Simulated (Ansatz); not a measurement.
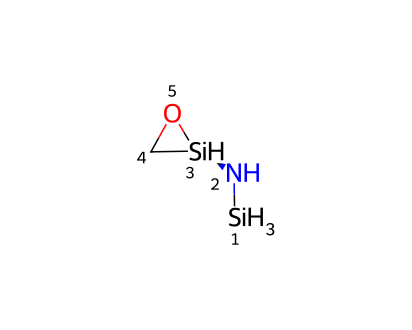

A structural formula, with wedges where it has stereocentres; small numbers name the atoms. The configuration is that of a computed structure (PBE-D4/def2-SVP).

### Give the R/S and E/Z labels.

Si3: R.

### Write the isomeric SMILES.

[SiH3]N[Si@H]1CO1
